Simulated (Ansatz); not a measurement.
**GeH₇NO₂Si: density, localisation and related maps**

The calculation's input:

```
crystal:
  periodic: [false, false, false]
  atoms:
    - { symbol: "N", position_ang: [-0.6205, 1.7549, 1.8889] }
    - { symbol: Ge, position_ang: [-0.5791, 0.5705, 0.4758] }
    - { symbol: O, position_ang: [0.8136, -0.4896, 0.7044] }
    - { symbol: Si, position_ang: [0.9051, -1.5904, -0.6001] }
    - { symbol: O, position_ang: [1.3242, -0.8152, -2.0563] }
    - { symbol: H, position_ang: [0.1937, 2.4013, 1.8195] }
    - { symbol: H, position_ang: [-1.4481, 2.4329, 1.6735] }
    - { symbol: H, position_ang: [-1.8376, -0.2538, 0.4525] }
    - { symbol: H, position_ang: [-0.4352, 1.3639, -0.8183] }
    - { symbol: H, position_ang: [-0.5024, -2.1956, -0.7484] }
    - { symbol: H, position_ang: [1.7674, -2.688, -0.287] }
    - { symbol: H, position_ang: [0.4959, -0.546, -2.4704] }
basis:
  gaussian: { orbitals: def2-SVP }
hamiltonian:
  xc: b3lyp
  dispersion: d4
relax:
  f_tol: 0.02
  max_steps: 50
output:
  orbitals: {}
```

Run with:

```sh
ansatz run input.yaml --threads 2 --pin off --max-ram 3072MiB --backend cpu --events-out ev --progress --plain --runs-dir out
```

The fields are those of the relaxed geometry.

The calculation used Ansatz, RKS B3LYP-D4/def2-SVP.

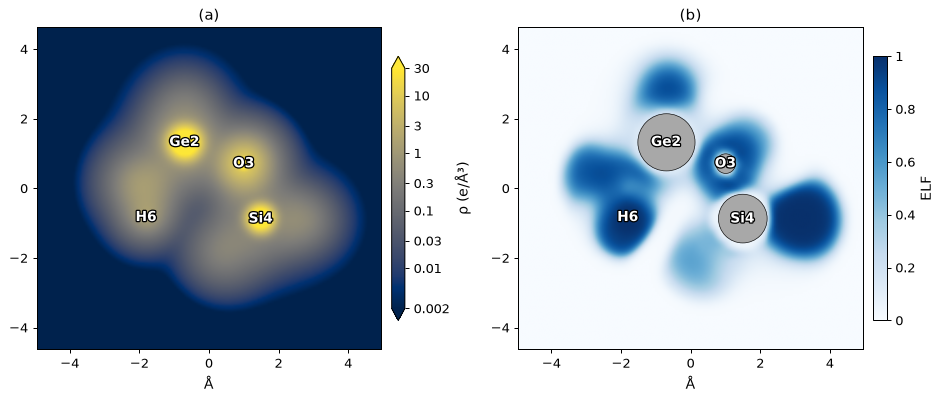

Figure 1. (a) electron density; (b) electron localisation function on the plane of atoms Ge2, O3 and Si4. Grey discs cover the atomic cores in the ELF map.

**Interpret the plot.**

- The plane passes through Ge, O, Si and H nuclei.
- Si–O (1.65 Å): ρ is about 1.1 e/Å³ halfway; the ELF peaks at about 0.90 between the atoms; a polar covalent bond.
- Ge–O (1.81 Å): ρ at the midpoint is about 0.86 e/Å³; the ELF peaks at about 0.85 in the valence shell of O, 0.6 Å from its nucleus, and is about 0.30 at the midpoint.
- The ELF also peaks beside N1 and O3, away from the bonds: lone-pair regions.

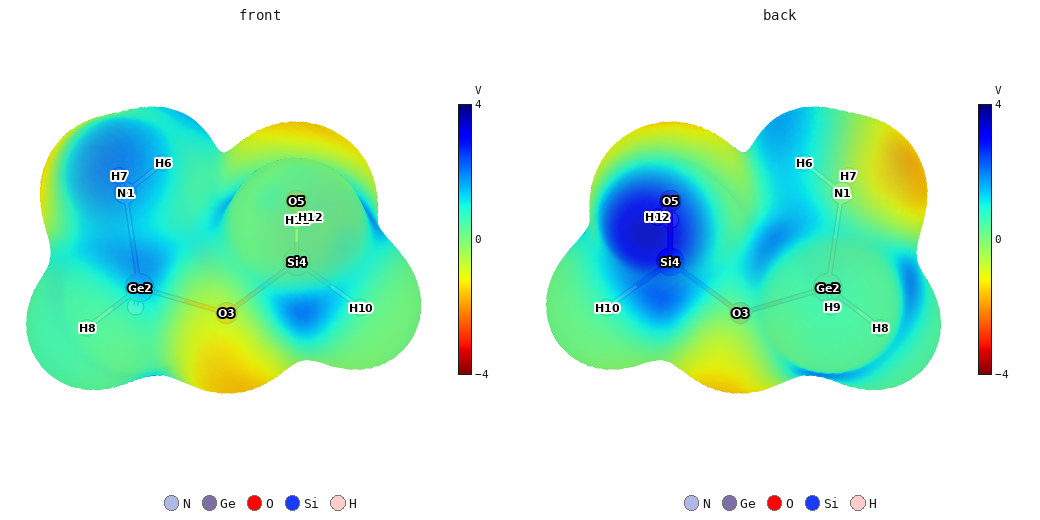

Figure 2. The molecular electrostatic potential painted on the density surface at 0.004 e/bohr³, seen from the front and from behind; the colour scale runs from red (negative) to blue (positive).

**Describe the electrostatic potential map.**

The most negative region (about −1.7 V) lies over N1, the most positive (about +3.3 V) over H12. N1 is the likeliest acceptor of a hydrogen bond.

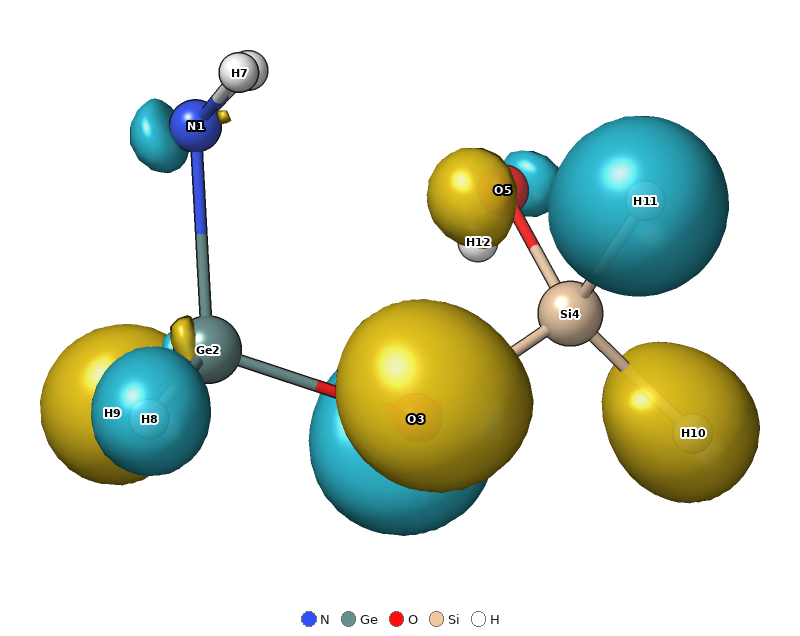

Figure 3. The HOMO−1 at ±0.15 Å⁻³ᐟ² (yellow and cyan are the two phases), seen at a tilt.

**Describe this orbital and give its energy.**

It lies mainly on O3 (about 45 %), Si4 (about 15 %), H11 (about 10 %), Ge2 (about 10 %), H9 (about 5 %) and H10 (about 5 %). Its energy is −8.03 eV.
